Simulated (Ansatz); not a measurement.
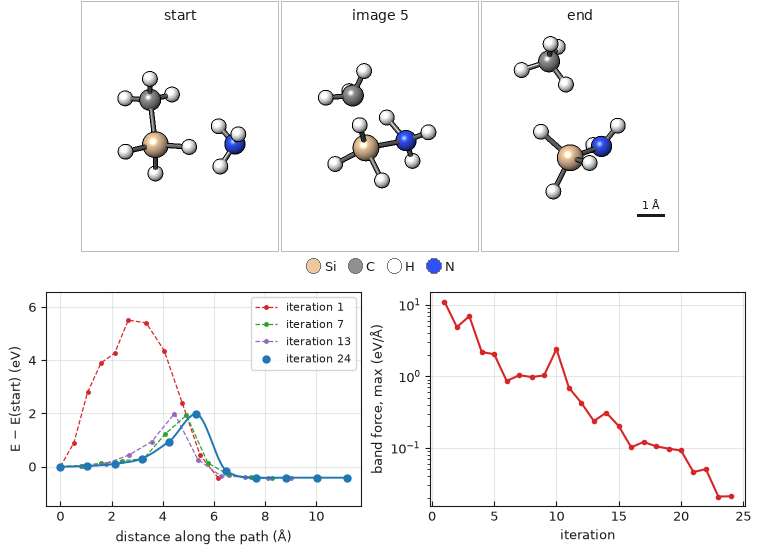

A search for the minimum-energy path of CH₉NSi, made up at the start of CH$_{6}$Si and NH$_{3}$ by the nudged elastic band. Images are numbered from 0 (start) to 10 (end). The plot follows the band through its iterations. A ball-and-stick model, seen at a tilt.

All numbers below come from RKS PBE-D4/6-31G* (Ansatz). Run with 9 movable images; climbing image; force threshold 0.03 eV/Å; iteration limit 60; starting path through a guess of the saddle point.

Judge this run.

Answer. The result is final at these settings. The band converged in 24 iterations. The largest component of the band force went from 11 to 0.021 eV/Å. The climbing image converged on the top of the path. Its vibrational analysis gives one imaginary mode (1136i cm⁻¹), as a transition state must have. The first iteration put the highest image at 5.51 eV. The highest point, image 5, lies 1.98 eV above the start and 2.39 eV above the end; the end is at −0.41 eV relative to the start. Image 7 lies below both ends, at −0.42 eV, which points to an intermediate minimum that so few images don't resolve.

Limits of the set-up: the start holds two separate molecules, 2.4 Å apart at their closest, whose relative position is a soft coordinate.

Cost: 6.6 min on 1 thread of Intel(R) Xeon(R) CPU @ 2.60GHz (Ice Lake), with other jobs on the host, peak memory 0.12 GiB.
